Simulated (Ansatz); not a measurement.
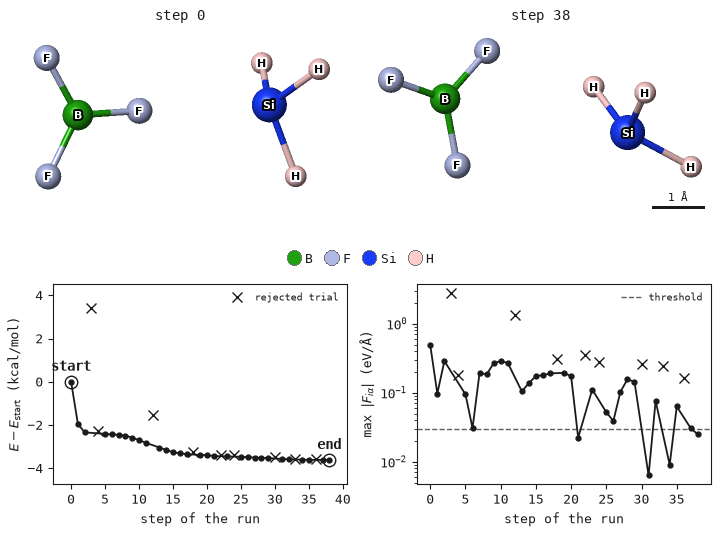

First and last geometry of a relaxation of BSiH3F3 (multiplicity 2), with the history of the run. The picture is a ball-and-stick view, seen at a tilt.

The run prepares an end point of a later path (reaction) calculation, from a guessed geometry.

Theory: UKS PBE-D4/6-31G* (Ansatz 0.2.0).

Input file:
```yaml
crystal:
  periodic: [false, false, false]
  atoms:
    - { symbol: B, position_ang: [-0.007078, 0.000579, -0.310176] }
    - { symbol: F, position_ang: [-0.019006, 0.000849, 1.019102] }
    - { symbol: F, position_ang: [1.150113, 0.000545, -0.955763] }
    - { symbol: F, position_ang: [-1.152528, 0.000129, -0.976459] }
    - { symbol: Si, position_ang: [0.016166, -0.00153, 3.822571] }
    - { symbol: H, position_ang: [-0.763817, -1.196294, 4.302441] }
    - { symbol: H, position_ang: [1.423591, -0.067312, 4.351776] }
    - { symbol: H, position_ang: [-0.647442, 1.263034, 4.298709] }
magnetization:
  spin_polarized: true
  initial_magnetization: 1
basis:
  gaussian: { orbitals: "6-31G*" }
hamiltonian:
  xc: pbe
  dispersion: d4
relax:
  f_tol: 0.03
  max_steps: 50
```

Launched with:
```bash
ansatz run input.yaml --threads 2 --pin off --max-ram 3072MiB --backend cpu --events-out ev --progress --plain --runs-dir out
```

Q: What do the curves and the structures tell?

A: It converged. After 29 accepted moves (38 points after the start) the energy has fallen by 3.62 kcal/mol. Largest force component: 0.49 eV/Å at the start, 0.025 eV/Å at the end. The line search rejected the trial steps at points 3, 4, 12, 18, 22, 24, 30, 33 and more of the run. The forces were under the threshold at step 21, but the run went on from there. The largest move after the best rigid fit is that of F2, 1.18 Å. By element the largest moves are F 1.18 Å, H 0.84 Å, Si 0.54 Å, B 0.35 Å. Cost: 83 s on 2 threads of Arm Neoverse V2, with other jobs on the host, peak memory 0.17 GiB.

Limits of the set-up: the start holds two separate molecules, 2.8 Å apart at their closest, whose relative position is a soft coordinate.
